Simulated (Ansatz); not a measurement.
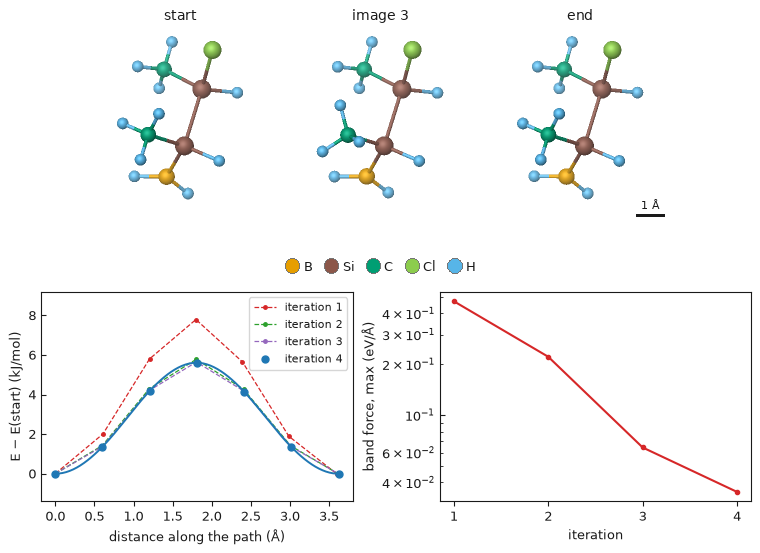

A nudged-elastic-band calculation for C₂H₁₀BClSi₂. Images are numbered from 0 (start) to 6 (end). The plot follows the band through its iterations. Style: ball-and-stick. Shown from a free direction.

The calculation used RKS B3LYP-D4/6-31G* (Ansatz). Set-up: 5 movable images; climbing image; force threshold 0.05 eV/Å; iteration limit 39; starting path by image-dependent pair potential.

How did the profile develop, and is the result final?

Answer. The result is final at these settings. The band converged in 4 iterations. The largest component of the band force went from 0.47 to 0.035 eV/Å. The climbing image converged on the top of the path. Its vibrational analysis gives one imaginary mode (152i cm⁻¹), as a transition state must have. The first iteration put the highest image at 7.79 kJ/mol. The two ends have the same energy, and the highest point, image 3, lies 5.61 kJ/mol above the start.
